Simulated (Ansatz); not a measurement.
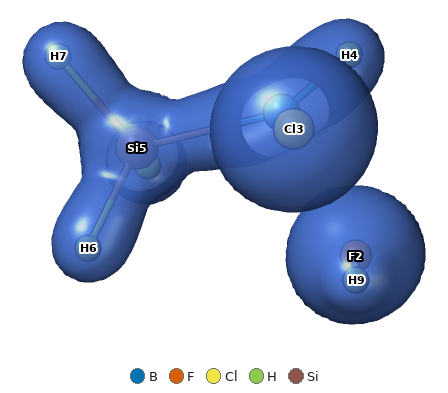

*BClH₄Si···HF. Isosurface of the total electron density at 0.5 e/Å³ (blue), seen at a tilt.*

Theory: RKS PBE/6-31G* in Ansatz 0.2.0.

```yaml
atoms:
  - { symbol: B, position_ang: [0.1289, 0.5246, -0.0490] }
  - { symbol: F, position_ang: [-0.2467, -0.1762, 1.8369] }
  - { symbol: Cl, position_ang: [1.6061, -0.4931, -0.3344] }
  - { symbol: H, position_ang: [-0.8728, 0.0910, -0.5489] }
  - { symbol: Si, position_ang: [0.4025, 2.4608, 0.4827] }
  - { symbol: H, position_ang: [1.5267, 2.6025, 1.4715] }
  - { symbol: H, position_ang: [0.7494, 3.2946, -0.7211] }
  - { symbol: H, position_ang: [-0.8330, 3.0477, 1.1055] }
  - { symbol: H, position_ang: [0.5902, -0.6381, 1.8792] }
```

**What does this surface tell about the bonding?**

At this value the surface falls into two separate pieces. It bridges the sampled B–Cl (1.82 Å), Si–B (2.03 Å) and F–H (0.96 Å) contacts, where the density stays above the isovalue. It is pinched off along the sampled B···F (2.05 Å) contacts. On the grid the lowest density along these lines, outside the cores, is 0.27 e/Å³ (B···F, 2.05 Å), 0.87 e/Å³ (B–Cl, 1.82 Å), 0.72 e/Å³ (Si–B, 2.03 Å) and 2.1 e/Å³ (F–H, 0.96 Å).
